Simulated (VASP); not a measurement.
Band structure of CdTe (zinc blende). Computed with MS2 meta-GGA, VASP's PBE PAW potentials (set 64) (plane waves; VASP).

Unless said otherwise, spin-orbit coupling is left out, though it shifts the bands of the heavy elements here.

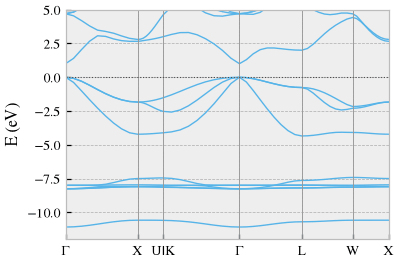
Fig. 1. Bands along high-symmetry lines, zero at the valence-band maximum or, without a gap, the Fermi level

Q: Read the plot: is there a gap, and where are the band edges?

A: The gap is direct, 1.00 eV, from the valence maximum at Γ to the conduction minimum at Γ.

Measured: gap 1.63 eV (computed value off by -0.63 eV), as given by Anna Miglio et al., npj Computational Materials (2020), arXiv:2011.12765 [zero-point renormalisation of 16 meV (experimental, the table's column) added back].

The compound is CdTe in the zinc blende structure. It was relaxed first.
